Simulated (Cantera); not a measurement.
A closed system holds: 1 mol HMDSO, 0.33 mol O2, 94 mol H2, at 0.133 bar.

Equilibrium computed with Cantera from the NASA thermochemical tables; the gas is ideal and each condensed phase is pure. Candidate condensed phases: C, C6H6, C7H8, C8H18, H2O, Si, SiC, SiO2; 123 gas species. The feed counts by its element totals alone. Mutual solubility and eutectic melting of coexisting phases are not modelled. The tables hold silica as quartz up to 1696 K and as liquid above; real silica turns to tridymite and cristobalite and melts near 1996 K. Equilibrium is a limit: real reactors are often held back by kinetics, nucleation or transport.

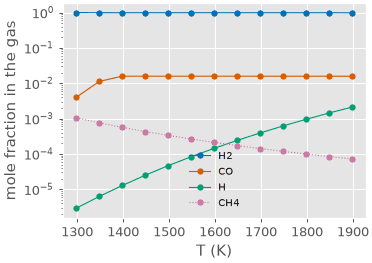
*Equilibrium gas composition (values under 1e-9 drawn at 1e-9)*

Problem. Read off the mole fractions at 1898 K.

Solution. H2 about 0.98, CO about 0.016, H about 0.0021, CH4 about 7.3e-5.
